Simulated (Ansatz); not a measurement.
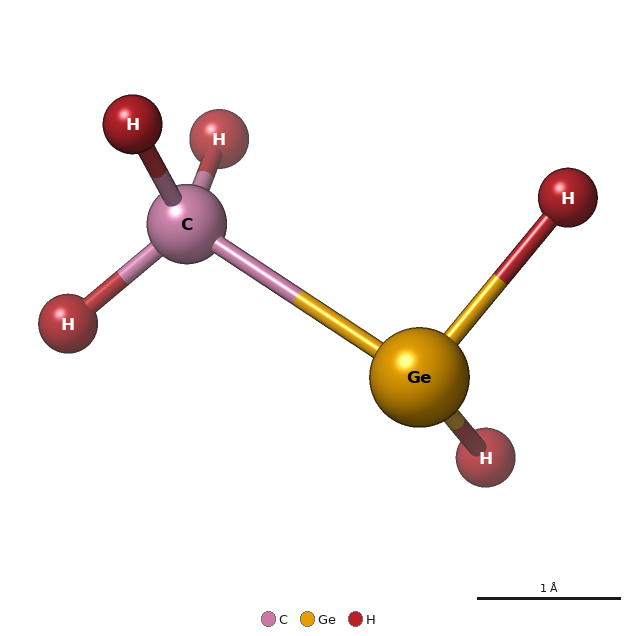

Distant atoms are faded towards the background colour. Charge −1, singlet. The computed structure is the end point of a PBE-D4/def2-SVPD optimisation. No frequency run is at hand to confirm it as a minimum. Masses are those of the most abundant isotopes; constants are for the rigid equilibrium geometry.

What kind of rotor is it, and what are its rotational constants in cm⁻¹?

An asymmetric top (Cs): A = 1.98, B = 0.264, C = 0.264 cm⁻¹. Ray's parameter κ is −1.00, close to the prolate limit.
